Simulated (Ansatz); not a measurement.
**H7OPSi2: rotation by 180° about the O1–P2 bond**

Aim: the minimum-energy path and barrier of the rotation by 180° about the O1–P2 bond. The ends are relaxed first, then joined by a nudged elastic band. SMILES of the start: OP([SiH3])[SiH3].

Method: RKS r2SCANh/STO-3G, in Ansatz 0.2.0.

### 1 The structure to begin with

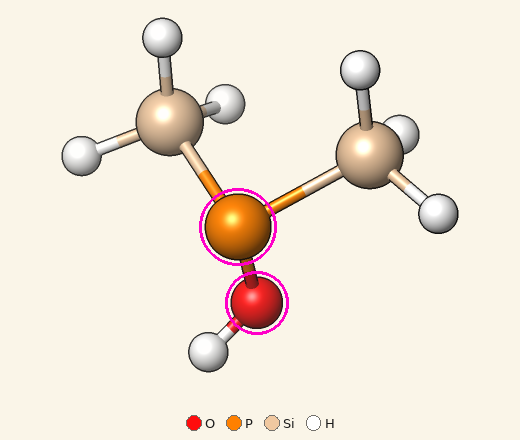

Start, viewed from a chosen angle; oxygen red, phosphorus orange, silicon light orange, hydrogen white. Ringed: O1, P2.

Coordinates:

```xyz
11

O    -0.3391    1.9530   -0.1717
P     0.7455    0.8373   -0.2690
Si    0.4113   -0.2303    1.6530
Si   -0.2154   -0.7280   -1.4628
H    -0.2493    2.6859   -0.8849
H     0.9249    0.6473    2.7741
H     1.2712   -1.4801    1.6544
H    -0.9509   -0.5404    1.8690
H    -1.6354   -1.0049   -0.8698
H    -0.4249   -0.2266   -2.8237
H     0.5277   -1.9703   -1.4480
```

### 2 End point A

The input, input.yaml:

```yaml
crystal:
  periodic: [false, false, false]
  atoms:
    - { symbol: O, position_ang: [-0.3391, 1.953, -0.1717] }
    - { symbol: P, position_ang: [0.7455, 0.8373, -0.269] }
    - { symbol: Si, position_ang: [0.4113, -0.2303, 1.653] }
    - { symbol: Si, position_ang: [-0.2154, -0.728, -1.4628] }
    - { symbol: H, position_ang: [-0.2493, 2.6859, -0.8849] }
    - { symbol: H, position_ang: [0.9249, 0.6473, 2.7741] }
    - { symbol: H, position_ang: [1.2712, -1.4801, 1.6544] }
    - { symbol: H, position_ang: [-0.9509, -0.5404, 1.869] }
    - { symbol: H, position_ang: [-1.6354, -1.0049, -0.8698] }
    - { symbol: H, position_ang: [-0.4249, -0.2266, -2.8237] }
    - { symbol: H, position_ang: [0.5277, -1.9703, -1.448] }
basis:
  gaussian: { orbitals: STO-3G }
hamiltonian:
  xc: r2scanh
relax:
  f_tol: 0.015
  max_steps: 40
```

Run with:

```sh
$ ansatz run input.yaml --threads 1 --pin off --max-ram 2048MiB --backend cpu --events-out ev --progress --plain --runs-dir out
```

The log of the run, shortened:

```text
Warning: RAYON_NUM_THREADS=1 ignored (pool sized by the plan → 1); use --threads N
[...]
Functional definition: r2SCANh
[...]
514 factors; integrals over basis functions are off by at most 1.0e-5 eV
[...]
mean field -26885.12650415 eV, -988.0101756342 hartree, gradient 1.9e-5 eV, S^2 0.000000; 0 other end points of the search recorded, 0 dependent functions left out
[...]
reference -26885.12651089 eV, -988.0101758820 hartree; 29, 29 occupied and 10, 10 virtual orbitals, 514 factors
relax step   1: F+E_penalty+E_count = -26885.12650415 eV  Δ(F+E_penalty+E_count) = +0.000e0 eV  max|allowed force component| = 6.890e0 eV/Å  Δτ_max = 0.0000 Å  (20 SCF iters, accepted)
[...]
relax step   3: F+E_penalty+E_count = -26886.27970080 eV  Δ(F+E_penalty+E_count) = -2.598e-1 eV  max|allowed force component| = 8.039e-1 eV/Å  Δτ_max = 0.1944 Å  (24 SCF iters, accepted)
[...]
relax step   5: F+E_penalty+E_count = -26886.35817342 eV  Δ(F+E_penalty+E_count) = -7.847e-2 eV  max|allowed force component| = 1.788e-1 eV/Å  Δτ_max = 0.0997 Å  (23 SCF iters, accepted)
[...]
relax step   7: F+E_penalty+E_count = -26886.36512838 eV  Δ(F+E_penalty+E_count) = -2.381e-3 eV  max|allowed force component| = 7.905e-2 eV/Å  Δτ_max = 0.1500 Å  (29 SCF iters, accepted)
[...]
relax step   9: F+E_penalty+E_count = -26886.36660556 eV  Δ(F+E_penalty+E_count) = -8.614e-5 eV  max|allowed force component| = 2.199e-2 eV/Å  Δτ_max = 0.0183 Å  (19 SCF iters, accepted)
[...]
relax step  11: F+E_penalty+E_count = -26886.36664189 eV  Δ(F+E_penalty+E_count) = -3.633e-5 eV  max|allowed force component| = 6.128e-3 eV/Å  Δτ_max = 0.0052 Å  (20 SCF iters, accepted)
514 factors; integrals over basis functions are off by at most 8.4e-6 eV
[...]
mean field -26886.36664189 eV, -988.0557498555 hartree, gradient 8.9e-6 eV, S^2 0.000000; 1 other end points of the search recorded, 0 dependent functions left out
[...]
reference -26886.36664865 eV, -988.0557501039 hartree; 29, 29 occupied and 10, 10 virtual orbitals, 514 factors
Total energy: -26886.36664865 eV, -988.0557501039 hartree
Atom 0 at    -0.567467     1.937695    -0.199459 Å, force     0.000885     0.001634    -0.000625 eV/Å
Atom 1 at     0.780391     0.802870    -0.322027 Å, force     0.000177     0.002745    -0.003876 eV/Å
Atom 2 at     0.471824    -0.174714     1.657639 Å, force    -0.003633    -0.001565     0.006128 eV/Å
Atom 3 at    -0.268946    -0.771284    -1.508992 Å, force    -0.002014    -0.000598    -0.000413 eV/Å
Atom 4 at    -0.133852     2.783580    -0.571294 Å, force    -0.000145    -0.001338     0.001080 eV/Å
Atom 5 at     1.007478     0.650063     2.713238 Å, force     0.000921     0.000276    -0.001998 eV/Å
Atom 6 at     1.172057    -1.436650     1.678470 Å, force     0.000866    -0.000137     0.000084 eV/Å
Atom 7 at    -0.919667    -0.428412     1.951836 Å, force     0.001192    -0.001216    -0.002207 eV/Å
Atom 8 at    -1.599290    -1.062510    -1.026353 Å, force     0.000940     0.000194     0.000498 eV/Å
Atom 9 at    -0.376864    -0.365631    -2.889431 Å, force     0.001026     0.000234     0.000729 eV/Å
Atom 10 at     0.499936    -1.992105    -1.463027 Å, force    -0.000216    -0.000228     0.000600 eV/Å
Dipole moment:     0.152409     0.083676    -0.071074 e Å
```

Run time: 49 s. Hardware: 1 thread of AMD EPYC 7R43 (Zen 3), shared host; peak memory 0.16 GiB.

Step by step:

| step | energy from step 1 (eV) | largest force component (eV/Å) |
| --- | --- | --- |
| 1 | 0.0000 | 6.8904 |
| 2 | -0.8934 | 3.5107 |
| 3 | -1.1532 | 0.8039 |
| 4x | -1.0634 | 2.1187 |
| 5 | -1.2317 | 0.1788 |
| 6 | -1.2362 | 0.1185 |
| 7 | -1.2386 | 0.0790 |
| 8 | -1.2400 | 0.0170 |
| 9 | -1.2401 | 0.0220 |
| 10x | -1.2401 | 0.0358 |
| 11 | -1.2401 | 0.0061 |

Step 1 is the start. 2 steps were tried and not accepted (marked x).

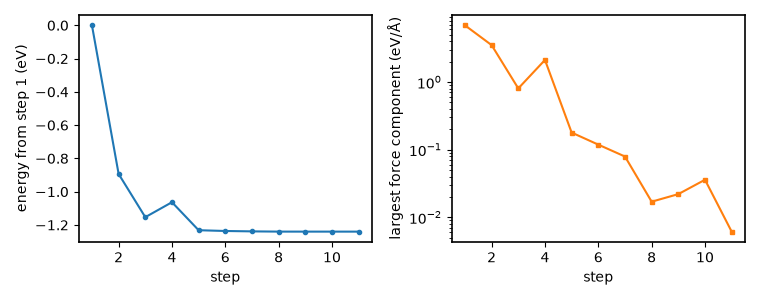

How energy and force went from step to step.

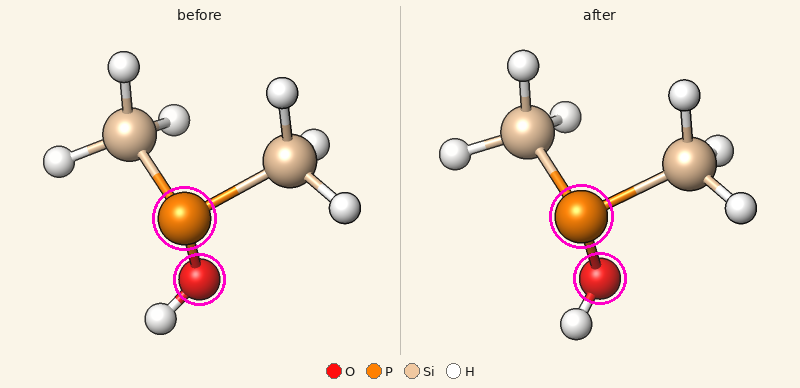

The structure before (left) and after (right), drawn at the same scale.

After: Bond lengths: O1–P2 1.766 Å, P2–Si3 2.229 Å, P2–Si4 2.233 Å, O1–H5 1.021 Å, Si3–H6 1.443 Å, Si3–H7 1.443 Å, Si3–H8 1.445 Å, Si4–H9 1.445 Å, Si4–H10 1.443 Å, Si4–H11 1.444 Å. Angles (14 of 16 angles, heavy atoms first): O1–P2–Si3 96.6°, O1–P2–Si4 97.5°, Si3–P2–Si4 95.6°, P2–O1–H5 100.5°, P2–Si3–H6 110.3°, P2–Si3–H7 109.2°, P2–Si3–H8 113.0°, P2–Si4–H9 113.4°, P2–Si4–H10 110.2°, P2–Si4–H11 109.2°, H6–Si3–H7 108.0°, H6–Si3–H8 108.0°, H7–Si3–H8 108.1°, H9–Si4–H10 107.9°.

### 3 End point B

The second end starts from a geometry with the move made by hand.

The input, input.yaml:

```yaml
crystal:
  periodic: [false, false, false]
  atoms:
    - { symbol: O, position_ang: [-0.3391, 1.953, -0.1717] }
    - { symbol: P, position_ang: [0.7455, 0.8373, -0.269] }
    - { symbol: Si, position_ang: [1.65233, 1.31585, -2.24237] }
    - { symbol: Si, position_ang: [2.43854, 1.64947, 0.85912] }
    - { symbol: H, position_ang: [-0.2493, 2.6859, -0.8849] }
    - { symbol: H, position_ang: [0.66469, 0.92589, -3.32094] }
    - { symbol: H, position_ang: [2.86908, 0.42945, -2.43007] }
    - { symbol: H, position_ang: [1.986, 2.68397, -2.3661] }
    - { symbol: H, position_ang: [2.70827, 3.10962, 0.36931] }
    - { symbol: H, position_ang: [2.06418, 1.74867, 2.2724] }
    - { symbol: H, position_ang: [3.65041, 0.88074, 0.66894] }
basis:
  gaussian: { orbitals: STO-3G }
hamiltonian:
  xc: r2scanh
relax:
  f_tol: 0.015
  max_steps: 40
```

Run with:

```sh
$ ansatz run input.yaml --threads 1 --pin off --max-ram 2048MiB --backend cpu --events-out ev --progress --plain --runs-dir out
```

The log of the run, shortened:

```text
Warning: RAYON_NUM_THREADS=1 ignored (pool sized by the plan → 1); use --threads N
[...]
[... 1 set-up line as earlier in the session ...]
[...]
516 factors; integrals over basis functions are off by at most 9.5e-6 eV
[...]
mean field -26884.99402822 eV, -988.0053072338 hartree, gradient 3.2e-6 eV, S^2 0.000000; 0 other end points of the search recorded, 0 dependent functions left out
[...]
reference -26884.99403456 eV, -988.0053074667 hartree; 29, 29 occupied and 10, 10 virtual orbitals, 516 factors
relax step   1: F+E_penalty+E_count = -26884.99402822 eV  Δ(F+E_penalty+E_count) = +0.000e0 eV  max|allowed force component| = 6.114e0 eV/Å  Δτ_max = 0.0000 Å  (22 SCF iters, accepted)
[...]
relax step   6: F+E_penalty+E_count = -26886.20158875 eV  Δ(F+E_penalty+E_count) = -3.038e-3 eV  max|allowed force component| = 1.965e-2 eV/Å  Δτ_max = 0.0321 Å  (25 SCF iters, accepted)
[...]
Atom 1 at     0.724440     0.774642    -0.324495 Å, force     0.004499     0.003590    -0.001879 eV/Å
Atom 2 at     1.643936     1.188141    -2.320315 Å, force    -0.000401    -0.001380    -0.000456 eV/Å
Atom 3 at     2.382750     1.701120     0.855085 Å, force    -0.000455    -0.000984     0.000652 eV/Å
Atom 4 at     0.047775     2.908489    -0.511891 Å, force    -0.001999     0.001715     0.000286 eV/Å
Atom 5 at     0.785761     0.729613    -3.385007 Å, force     0.001453    -0.001384    -0.001629 eV/Å
Atom 6 at     2.913722     0.511806    -2.437567 Å, force    -0.001337     0.000906     0.000828 eV/Å
Atom 7 at     1.868756     2.603854    -2.516881 Å, force    -0.001345    -0.001587     0.000932 eV/Å
Atom 8 at     2.567554     3.092919     0.505555 Å, force    -0.001322    -0.001790     0.000152 eV/Å
Atom 9 at     2.103843     1.638432     2.268780 Å, force     0.001984    -0.000827     0.001277 eV/Å
Atom 10 at     3.623900     1.007490     0.606094 Å, force    -0.001532     0.000575    -0.000212 eV/Å
Dipole moment:     0.254557     0.120374    -0.078505 e Å
```

Run time: 31 s. Hardware: 1 thread of AMD EPYC 7R43 (Zen 3), shared host; peak memory 0.16 GiB.

Relaxation path:

| step | energy from step 1 (eV) | largest force component (eV/Å) |
| --- | --- | --- |
| 1 | 0.0000 | 6.1141 |
| 2 | -0.9194 | 3.3502 |
| 3 | -1.0205 | 3.4523 |
| 4 | -1.1901 | 0.5661 |
| 5 | -1.2045 | 0.2270 |
| 6 | -1.2076 | 0.0196 |
| 7 | -1.2078 | 0.0045 |

Step 1 is the start.

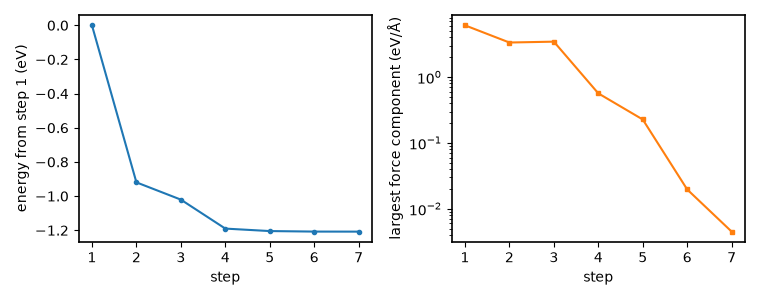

How energy and force went from step to step.

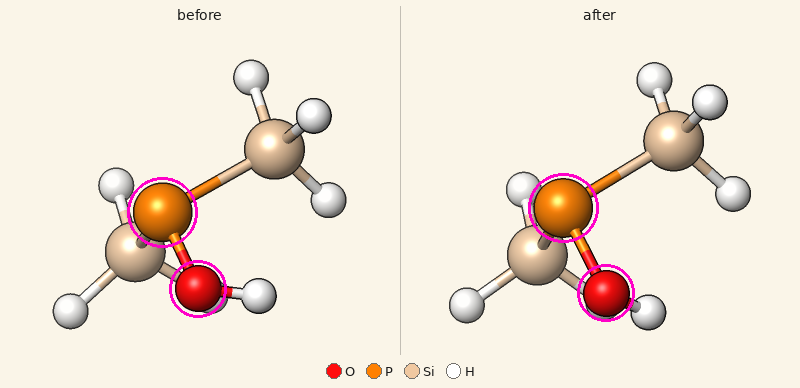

Before and after, at one scale.

After: Bond lengths: O1–P2 1.760 Å, P2–Si3 2.236 Å, P2–Si4 2.236 Å, O1–H5 1.025 Å, Si3–H6 1.442 Å, Si3–H7 1.443 Å, Si3–H8 1.447 Å, Si4–H9 1.447 Å, Si4–H10 1.442 Å, Si4–H11 1.443 Å. Angles (14 of 16 angles, heavy atoms first): O1–P2–Si3 100.3°, O1–P2–Si4 100.4°, Si3–P2–Si4 95.1°, P2–O1–H5 104.4°, P2–Si3–H6 110.8°, P2–Si3–H7 110.3°, P2–Si3–H8 111.5°, P2–Si4–H9 111.5°, P2–Si4–H10 110.8°, P2–Si4–H11 110.3°, H6–Si3–H7 108.3°, H6–Si3–H8 107.7°, H7–Si3–H8 108.1°, H9–Si4–H10 107.7°.

### 4 The band

crystal.atoms is end A as relaxed above, and neb.final_atoms is end B, turned to lie on A. With 7 inner images the band has 9 in all.

The input, input.yaml:

```yaml
crystal:
  periodic: [false, false, false]
  atoms:
    - { symbol: O, position_ang: [-0.567467, 1.937695, -0.199459] }
    - { symbol: P, position_ang: [0.780391, 0.80287, -0.322027] }
    - { symbol: Si, position_ang: [0.471824, -0.174714, 1.657639] }
    - { symbol: Si, position_ang: [-0.268946, -0.771284, -1.508992] }
    - { symbol: H, position_ang: [-0.133852, 2.78358, -0.571294] }
    - { symbol: H, position_ang: [1.007478, 0.650063, 2.713238] }
    - { symbol: H, position_ang: [1.172057, -1.43665, 1.67847] }
    - { symbol: H, position_ang: [-0.919667, -0.428412, 1.951836] }
    - { symbol: H, position_ang: [-1.59929, -1.06251, -1.026353] }
    - { symbol: H, position_ang: [-0.376864, -0.365631, -2.889431] }
    - { symbol: H, position_ang: [0.499936, -1.992105, -1.463027] }
basis:
  gaussian: { orbitals: STO-3G }
hamiltonian:
  xc: r2scanh
neb:
  order_check: false
  images: 7
  f_tol: 0.03
  max_iterations: 55
  initial_path: idpp
  final_atoms:
    - { symbol: O, position_ang: [-0.11289198, 2.1650312, -0.37651599] }
    - { symbol: P, position_ang: [0.99466356, 0.7975449, -0.38242188] }
    - { symbol: Si, position_ang: [0.5399126, -0.0960045, 1.61620836] }
    - { symbol: Si, position_ang: [-0.20717578, -0.68818587, -1.54343386] }
    - { symbol: H, position_ang: [-1.01155854, 1.76470177, -0.08920479] }
    - { symbol: H, position_ang: [1.16046302, 0.66628583, 2.67172337] }
    - { symbol: H, position_ang: [1.03343075, -1.45075781, 1.68415591] }
    - { symbol: H, position_ang: [-0.88374093, -0.12270884, 1.87296315] }
    - { symbol: H, position_ang: [-1.59500052, -0.68187051, -1.13437298] }
    - { symbol: H, position_ang: [-0.16560994, -0.39133132, -2.95424998] }
    - { symbol: H, position_ang: [0.31310778, -2.01980283, -1.34425131] }
```

Run with:

```sh
$ ansatz run input.yaml --threads 1 --pin off --max-ram 2048MiB --backend cpu --events-out ev --progress --plain --runs-dir out
```

The log of the run, shortened:

```text
Warning: RAYON_NUM_THREADS=1 ignored (pool sized by the plan → 1); use --threads N
[...]
[... 1 set-up line as earlier in the session ...]
[...]
513 factors; integrals over basis functions are off by at most 9.9e-6 eV
[...]
mean field -26886.36662288 eV, -988.0557491569 hartree, gradient 1.8e-5 eV, S^2 0.000000; 0 other end points of the search recorded, 0 dependent functions left out
[...]
reference -26886.36662961 eV, -988.0557494044 hartree; 29, 29 occupied and 10, 10 virtual orbitals, 513 factors
517 factors; integrals over basis functions are off by at most 2.0e-5 eV
[...]
mean field -26886.20184121 eV, -988.0496935425 hartree, gradient 7.8e-5 eV, S^2 0.000000; 0 other end points of the search recorded, 0 dependent functions left out
[...]
reference -26886.20184746 eV, -988.0496937719 hartree; 29, 29 occupied and 10, 10 virtual orbitals, 517 factors
[...]
Atom 1 at     0.971503     0.837043    -0.241460 Å, force    -0.002153    -0.010631    -0.005203 eV/Å
Atom 2 at     0.499761    -0.226822     1.672364 Å, force     0.001683    -0.001781     0.002746 eV/Å
Atom 3 at    -0.177056    -0.585736    -1.517529 Å, force    -0.001400    -0.004659    -0.009928 eV/Å
Atom 4 at    -0.949496     1.912507    -0.702656 Å, force     0.027551    -0.003726     0.014218 eV/Å
Atom 5 at     1.049186     0.489391     2.797162 Å, force    -0.000919     0.003279    -0.000926 eV/Å
Atom 6 at     1.091285    -1.543880     1.651359 Å, force     0.002462     0.002237     0.000253 eV/Å
Atom 7 at    -0.919910    -0.382059     1.895765 Å, force    -0.000305    -0.001333     0.004386 eV/Å
Atom 8 at    -1.566431    -0.670477    -1.123747 Å, force    -0.002377     0.002764    -0.000656 eV/Å
Atom 9 at    -0.147115    -0.151422    -2.893285 Å, force     0.004045     0.000232    -0.002154 eV/Å
Atom 10 at     0.400801    -1.905879    -1.444543 Å, force    -0.001738    -0.000217     0.001274 eV/Å
Dipole moment:    -0.132816    -0.208344    -0.163607 e Å
this run last wrote the band of iteration 8 to <dir>
```

It took 3.8 min on 1 thread of AMD EPYC 7R43 (Zen 3), shared host; peak memory 0.15 GiB.

[end of part 1 of 2]
